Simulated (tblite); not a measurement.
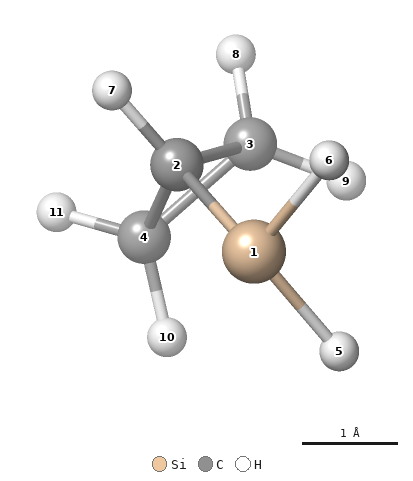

This is the input geometry for a relaxation of C₃H₇Si (charge −1). The picture is a ball-and-stick view, seen from a free direction.

These are results of tblite 0.8.0, GFN2-xTB geometry optimisation, gas phase, not measurements.

```xyz
11

Si    1.8526    0.3884    0.1956
C     0.0132    0.3037    0.5930
C    -0.9671    0.2167   -0.5218
C    -0.7276   -0.9755    0.3330
H     2.1463   -0.4273   -0.9989
H     2.2264    1.7972   -0.0768
H    -0.2632    0.8785    1.4723
H    -1.9141    0.7472   -0.4024
H    -0.6283    0.1762   -1.5528
H    -0.2246   -1.8303   -0.1067
H    -1.5082   -1.2720    1.0396
```

**Where does the relaxation end?**

After 50 geometry steps the energy has fallen by 13.9 kJ/mol. The atom that moves furthest after the best rigid fit is H5 (0.34 Å). Largest moves by element: H 0.34 Å, Si 0.14 Å, C 0.06 Å. Near-neighbour distances that change, for instance: C2–C3 1.487 → 1.499 Å, C2–C4 1.501 → 1.490 Å, C2–H7 1.086 → 1.091 Å. Among the angles between lasting bonds that change: C2–Si1–H5 109.9° → 102.1°, C2–Si1–H6 109.1° → 101.3°, H5–Si1–H6 109.0° → 101.8°. The run took 0.27 s on 1 thread of Intel(R) Xeon(R) Processor, on a shared host.

The structure at the end:

```xyz
11

Si    1.9185    0.2689    0.2305
C     0.0603    0.2908    0.5551
C    -0.9517    0.1946   -0.5466
C    -0.7292   -0.9614    0.3831
H     1.9812   -0.1839   -1.1747
H     2.2073    1.7136    0.0969
H    -0.2408    0.9071    1.4038
H    -1.9009    0.7252   -0.4806
H    -0.5954    0.0973   -1.5660
H    -0.2169   -1.8338   -0.0067
H    -1.5270   -1.2157    1.0793
```

After the run, drawn alike:

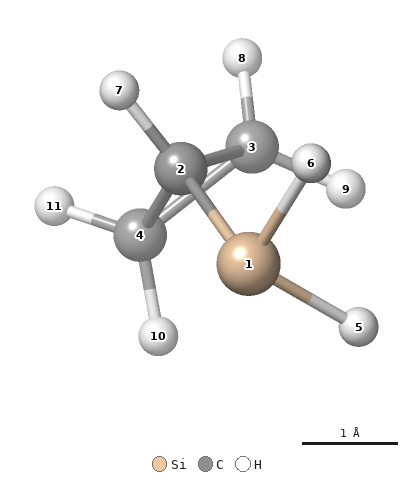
